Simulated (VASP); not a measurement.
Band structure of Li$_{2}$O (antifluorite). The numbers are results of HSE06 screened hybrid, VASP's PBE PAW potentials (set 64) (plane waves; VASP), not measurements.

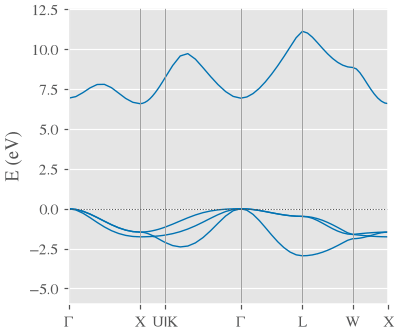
*Bands along high-symmetry lines, zero at the valence-band maximum or, without a gap, the Fermi level*

Question: Read the plot: is there a gap, and where are the band edges?

Answer: The gap is indirect, 6.59 eV, from the valence maximum at Γ to the conduction minimum at X.

Measured: gap 8.00 eV (computed value off by -1.41 eV), as given by Das et al., (2018), arXiv:1807.05623.

The compound is Li2O in the antifluorite structure. The cell was not relaxed at this level. The cell's shape comes from a PBE relaxation.
